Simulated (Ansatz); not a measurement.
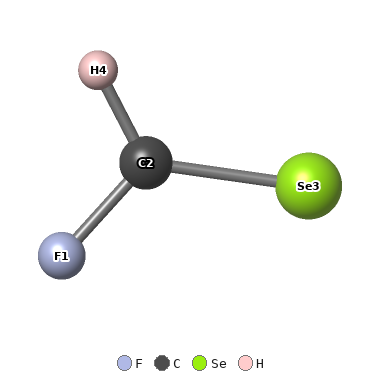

The system is CHFSe, SMILES FC=[Se]; the picture shows the reference structure. First axis: bond length F1–C2. Second axis: bond length C2–Se3. Nothing is relaxed (all other coordinates rigid). The scan uses a 15 × 15 grid. Energies: kcal/mol, counted from the relaxed molecule at the same level. The reference is spin-restricted, which grows unreliable where a bond is stretched far. The calculation used RKS SPW92 (LDA)/def2-TZVP (Ansatz 0.2.0).

Its coordinates:

```xyz
4

F    -1.1553   -0.3919    0.5112
C    -0.0473    0.0463   -0.0581
Se    1.5380   -0.5412    0.3257
H    -0.2800    0.8266   -0.7992
```

Range: bond length F1–C2 from 1.083 to 1.981 Å; bond length C2–Se3 from 1.526 to 2.167 Å.

> Predict the map.

The lowest grid point is at bond length F1–C2 = 1.339 Å, bond length C2–Se3 = 1.709 Å, 0.36 kcal/mol from the relaxed molecule at the same level. It is the only kind of minimum in the scanned range. The highest grid point, bond length F1–C2 = 1.981 Å, bond length C2–Se3 = 2.167 Å, lies 112 kcal/mol above the lowest. Round the minimum the two coordinates are weakly coupled (coupling 0.13 in units of the two stiffnesses).

| bond length C2–Se3 ↓, bond length F1–C2 → | 1.083 | 1.147 | 1.211 | 1.275 | 1.339 | 1.403 | 1.468 | 1.532 | 1.596 | 1.660 | 1.724 | 1.788 | 1.852 | 1.917 | 1.981 |
| --- | --- | --- | --- | --- | --- | --- | --- | --- | --- | --- | --- | --- | --- | --- | --- |
| 2.167 | 76 | 53 | 42 | 39 | 40 | 44 | 51 | 58 | 66 | 74 | 83 | 90 | 98 | 105 | 112 |
| 2.121 | 70 | 48 | 37 | 33 | 34 | 38 | 45 | 52 | 60 | 68 | 76 | 84 | 91 | 98 | 105 |
| 2.075 | 65 | 43 | 31 | 27 | 28 | 32 | 39 | 46 | 54 | 62 | 70 | 77 | 85 | 92 | 98 |
| 2.030 | 61 | 38 | 26 | 22 | 23 | 27 | 33 | 40 | 48 | 55 | 63 | 71 | 78 | 85 | 92 |
| 1.984 | 56 | 33 | 21 | 17 | 18 | 21 | 27 | 34 | 42 | 49 | 57 | 64 | 71 | 78 | 85 |
| 1.938 | 53 | 29 | 17 | 12 | 13 | 16 | 22 | 29 | 36 | 43 | 51 | 58 | 65 | 72 | 78 |
| 1.892 | 49 | 26 | 13 | 8 | 8 | 12 | 17 | 24 | 31 | 38 | 45 | 53 | 59 | 66 | 72 |
| 1.846 | 47 | 23 | 10 | 5 | 5 | 8 | 13 | 19 | 26 | 33 | 40 | 47 | 54 | 61 | 67 |
| 1.801 | 45 | 21 | 8 | 2 | 2 | 5 | 10 | 16 | 22 | 29 | 36 | 43 | 50 | 56 | 62 |
| 1.755 | 45 | 20 | 7 | 1 | 0 | 3 | 8 | 13 | 20 | 27 | 33 | 40 | 46 | 53 | 59 |
| 1.709 | 47 | 21 | 8 | 1 | 0 | 3 | 7 | 12 | 19 | 25 | 32 | 38 | 44 | 51 | 56 |
| 1.663 | 50 | 25 | 10 | 4 | 2 | 4 | 8 | 13 | 19 | 26 | 32 | 38 | 44 | 50 | 56 |
| 1.617 | 57 | 30 | 16 | 9 | 7 | 8 | 12 | 17 | 22 | 28 | 34 | 40 | 46 | 52 | 58 |
| 1.571 | 66 | 39 | 24 | 16 | 14 | 15 | 19 | 23 | 28 | 34 | 40 | 46 | 51 | 57 | 62 |
| 1.526 | 79 | 52 | 36 | 28 | 25 | 26 | 29 | 33 | 38 | 43 | 49 | 54 | 60 | 65 | 70 |

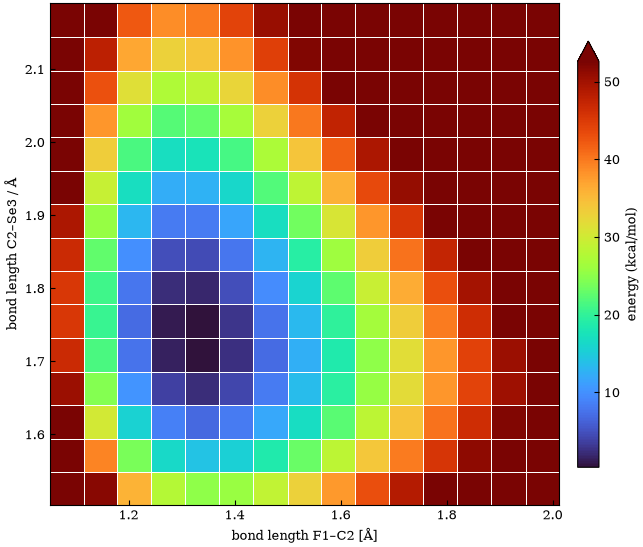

Drawn: one coloured cell a grid point, one colour for all values above the top of the scale.

Each point was launched as `ansatz run input.yaml --threads 1 --pin off --max-ram 2560MiB --backend cpu --events-out ev --progress --plain --runs-dir out`. The whole map (225 points run) took 3.6 min on 1 thread of Intel(R) Xeon(R) 6975P-C (Granite Rapids), with other jobs on the host.
